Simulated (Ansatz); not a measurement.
# Profile along the Al–Au line in Al2Au (fluorite type, space group Fm-3m)

Al$_{2}$Au (fluorite type, space group Fm-3m)

```yaml
crystal:
  lattice:
    - [0.00000, 2.97832, 2.97832]
    - [2.97832, 0.00000, 2.97832]
    - [2.97832, 2.97832, 0.00000]
  atoms:
    - { symbol: Al, position: [0.25000, 0.25000, 0.25000] }
    - { symbol: Al, position: [0.75000, 0.75000, 0.75000] }
    - { symbol: Au, position: [0.00000, 0.00000, 0.00000] }
```

Fields along a shortest Al–Au line of a {110} plane (2.58 Å), from Al to Au, interpolated on the slice's grid (step about 0.2 Å). Method: LDA (plane waves to 420 eV, PAW, scalar-relativistic; Ansatz, an electronic-structure program). k mesh 14×14×14. These are valence fields of a PAW run, semicore shells included where kept as valence: close to a nucleus they are smooth pseudo fields. Al2Au was relaxed with its symmetry unable to fall. Spin-orbit coupling is left out, though Au is heavy.

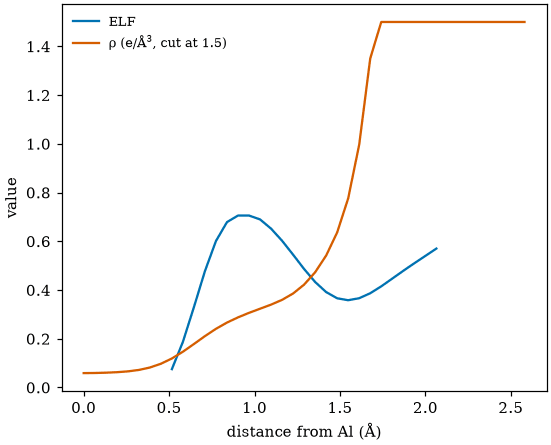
Figure: ELF (away from the nuclei) and valence density from Al to Au.

Density on the Al–Au line (2.58 Å) at its midpoint: 0.42 e/Å³. ELF at that point: 0.5. ELF maximum in the middle third of the Al–Au line: 0.71, 1.0 Å from Al.
